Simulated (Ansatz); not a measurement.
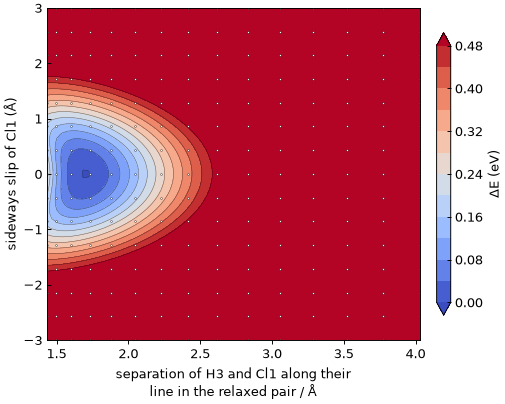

The pair Cl···H₂Se, charge −1. 
- Coordinates scanned: (1) separation of H3 and Cl1 along their line in the relaxed pair; (2) sideways slip of Cl1.
- Nothing is relaxed (both partners rigid).
- The scan uses a 15 × 15 grid.
- Points are written as (first, second).
- Energies: eV, counted from the lowest grid point.
- These are results of Ansatz, RKS PBE0-D4/def2-TZVPD, not measurements.

Drawn: filled contours, dots at the grid points, one colour for all values above the top of the scale. Between grid points the surface is interpolated.

Question: Where is the minimum, and how stiff is the well along each coordinate?

Answer: The interpolated minimum is at the first coordinate ≈ 1.702 Å, sideways slip of Cl1 ≈ 0.00 Å. The curvatures there are about 4.2 eV/Å² and 0.39 eV/Å², with a cross term of about 0 eV/Å². Round the minimum the two coordinates are nearly uncoupled.
